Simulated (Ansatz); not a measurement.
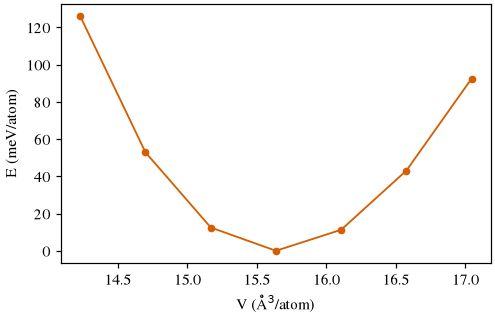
Mo (bcc (W type), space group No. 229) under volume change, plane-wave PAW r²SCAN (Ansatz code), scaled uniformly.

Question: What does a third-order Birch–Murnaghan fit give for V₀, B₀ and B′?

Answer: V₀ = 15.64 Å³/atom, B₀ = 272 GPa, B′ = 4.2.

Space group Im-3m (bcc (W type)). The cell was relaxed with r²SCAN under the symmetry of its start. No spin polarisation was allowed.

Potentials: the earlier of the program's two PAW sets.
